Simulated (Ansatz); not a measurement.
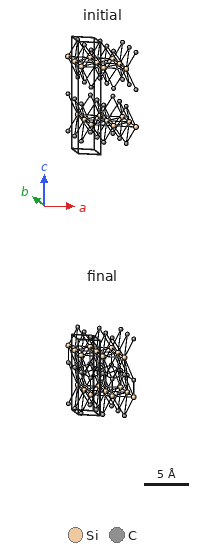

The structure of a crystal of SiC2 (a generated structure, set up in P6_3/mmc) (coarse preliminary run) before (top) and after (bottom) a relaxation, at one scale.

The picture is a ball-and-stick view of the cell of the calculation, repeated 3 × 3 × 1 with one cell outlined, seen slightly off an axis.

All numbers below come from Ansatz 0.2.0, DFT PBE, scalar-relativistic, plane waves, PAW.

Input file:
```yaml
crystal:
  lattice:
    - [2.66343029, 0.0, 0.0]
    - [-1.33171514, 2.30659829, 0.0]
    - [0.0, 0.0, 13.29031146]
  atoms:
    - { symbol: Si, position: [0.33333333, 0.66666667, 0.75] }
    - { symbol: Si, position: [0.66666667, 0.33333333, 0.25] }
    - { symbol: C, position: [0.33333333, 0.66666667, 0.08333333] }
    - { symbol: C, position: [0.33333333, 0.66666667, 0.41666667] }
    - { symbol: C, position: [0.66666667, 0.33333333, 0.58333333] }
    - { symbol: C, position: [0.66666667, 0.33333333, 0.91666667] }
basis:
  ecutwfc: 420
kpoints:
  mp_grid: { grid: [6, 6, 2] }
hamiltonian:
  xc: pbe
scf:
  occupations: { method: gaussian, width: 0.1 }
  lower_state_search: "off"
output:
  forces: true
  stress: true
  eigenvalues: true
relax:
  adjacent_minimum: "off"
  f_tol: 0.04
  max_steps: 70
  cell: { stress_tol: 0.4 }
```

Run as
```bash
ansatz run input.yaml --threads 1 --pin off --max-ram 2560MiB --backend cpu --events-out ev --progress --plain --runs-dir out
```

Summarise the run.

Answer. After 18 accepted moves (20 points after the start) the energy has fallen by 3270 meV per atom. The largest force component goes from 0.29 to 0.003 eV/Å. The pressure goes from −21.05 to −0.26 GPa. The line search rejected the trial step at point 16 of the run. At 1 point the geometry stayed and the basis and grid were re-selected for the new cell (energy shift of 2.1 meV per atom at most each time). The largest moves relative to the cell, 0.96 Å, are those of C3, C4, C5 and C6. C4 goes along +c. Si stays in place. Cell: a = b 2.663 → 2.561 Å (−3.9 %), c 13.290 → 8.918 Å (−32.9 %). Volume −38.0 %. Some distances before and after: Si1–C3 4.430 → 2.017 Å, C3–C6 2.696 → 1.538 Å, Si1–C5 2.696 → 2.855 Å, Si1–Si1 2.663 → 2.561 Å. New bonds form: C3–C6 (2.70 → 1.54 Å), C4–C5 (2.70 → 1.54 Å), Si1–C3 (4.43 → 2.02 Å), Si1–C4 (4.43 → 2.02 Å). The space group stays P6_3/mmc (No. 194).

Limits of the set-up: the k-point mesh is coarse for a cell with partly filled bands.
